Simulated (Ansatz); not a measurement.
Stretching the Al1–F3 bond in AlF2H (SMILES [F][AlH][F]) (multiplicity 1 held, fragments rigid). Energies count from the point at 1.644 Å.
Geometry at that point (charge 0, multiplicity 1):
```xyz
4

Al    -0.297    -0.200    -0.235
H     -1.376    -0.925    -1.085
F     -0.220     1.442    -0.185
F      0.802    -1.050     0.644
```

Unrestricted levels (U-) break spin symmetry where that is lower. Active spaces are followed from a long bond inwards. Curves can end on different states.

Correlated levels freeze the cores.

The values were computed with Ansatz (an electronic-structure program). 

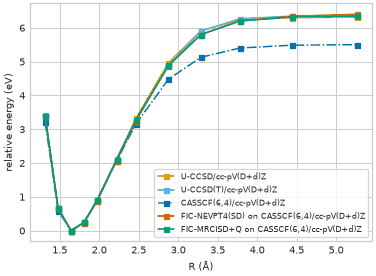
Fig. 1. Relative energy along the coordinate

Doubts at one or more of the structures used: a spin-contaminated determinant (U-CCSD/cc-pV(D+d)Z, U-CCSD(T)/cc-pV(D+d)Z); T1 above 0.05 (U-CCSD/cc-pV(D+d)Z, U-CCSD(T)/cc-pV(D+d)Z); active orbitals that take no part (CASSCF(6,4)/cc-pV(D+d)Z, FIC-NEVPT4(SD) on CASSCF(6,4)/cc-pV(D+d)Z, FIC-MRCISD+Q on CASSCF(6,4)/cc-pV(D+d)Z).
